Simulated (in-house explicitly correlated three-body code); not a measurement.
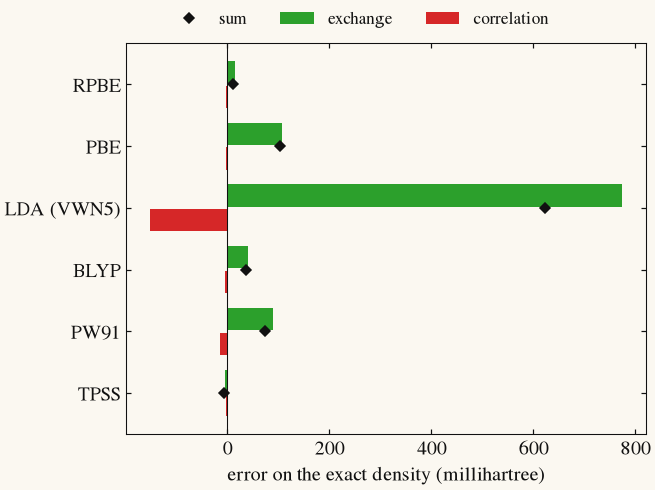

Two electrons around a point charge Z = 9.1. Computed variationally in 260 exponentially correlated functions with an in-house code, non-relativistic, converged to about 10⁻⁸ of the energy. The exact exchange and correlation energies are −5465 and −45.59 millihartree. The plot shows the errors of BLYP, LDA (VWN5), PBE, PW91, RPBE and TPSS, evaluated on the exact density.

### Which functional is best in the sum, and where do errors cancel?

By the size of the summed error (millihartree): TPSS −6.8, RPBE +12, BLYP +36, PW91 +75, PBE +104, LDA (VWN5) +622.
